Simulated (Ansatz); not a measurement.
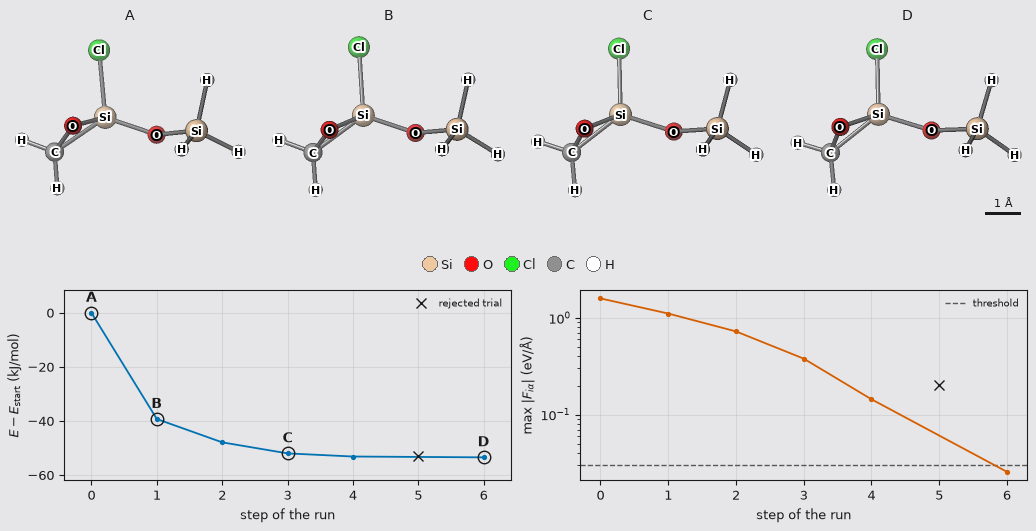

Frames of a relaxation of CH$_{5}$ClO$_{2}$Si$_{2}$ (coarse preliminary run), marked on the history of the run. A ball-and-stick model, seen at a tilt.

The start comes from a force field.

Theory: Ansatz, RKS PBE-D4/def2-SVP. Settings: force threshold 0.03 eV/Å; at most 200 steps.

Q: What happens along the run?

A: After 5 accepted moves (6 points after the start) the energy has fallen by 53.4 kJ/mol. The largest force component goes from 1.6 to 0.026 eV/Å. The line search rejected the trial step at point 5 of the run. The largest move after the best rigid fit is that of a Si atom, 0.31 Å. Largest moves by element: Si 0.31 Å, O 0.30 Å, H 0.23 Å, Cl 0.21 Å, C 0.15 Å. Some distances before and after: C–O 1.425 → 1.524 Å, H–Si 1.426 → 1.502 Å, Cl–Si 2.002 → 2.056 Å, C–H 1.069 → 1.108 Å. Among the angles between lasting bonds that change: Cl–Si–O 101.6° → 116.8°, O–Si–O 109.1° → 119.2°, O–C–H 120.6° → 112.8°. From step 0 to 1: the Cl atom moves most (0.19 Å), energy −39.2 kJ/mol. From step 1 to 3: Si and O atoms move most (0.13 Å), energy −12.7 kJ/mol. From step 3 to 6: an O atom moves most (0.12 Å), energy −1.47 kJ/mol.
